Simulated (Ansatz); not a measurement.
Consider H$_{6}$N$_{2}$Sn.

```csv
atom,x (Å),y (Å),z (Å)
N,-1.0541,0.7200,-1.3010
N,0.1366,-1.0683,1.2644
Sn,0.5149,0.4803,-0.0221
H,-1.9567,0.6246,-0.8387
H,-1.0412,0.0641,-2.0795
H,0.6267,1.8690,0.9711
H,1.8902,0.2524,-1.0307
H,0.3242,-1.9910,0.8769
H,0.6480,-0.9974,2.1423
```

Geometry: PBE0-D4/def2-SVP; core potentials replace the inner electrons of Sn.

Level of theory: Ansatz 0.2.0, isolated molecule in a Gaussian basis; Kohn-Sham density functional theory, functional PBE0.

Predict the electron density and electron localisation function between the atoms.

Sn–N (2.04 Å): the density is about 0.79 e/Å³ at the midpoint; the ELF peaks at about 0.85 in the valence shell of N, 0.6 Å from its nucleus, and drops to about 0.20 between the two atoms.

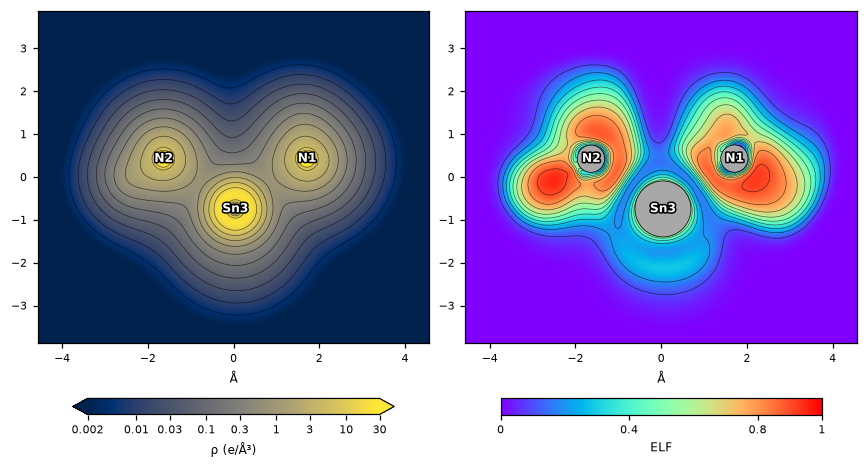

Computed electron density and electron localisation function on the plane of atoms N1, Sn3 and N2, in this order. Grey discs cover the atomic cores in the ELF map. 
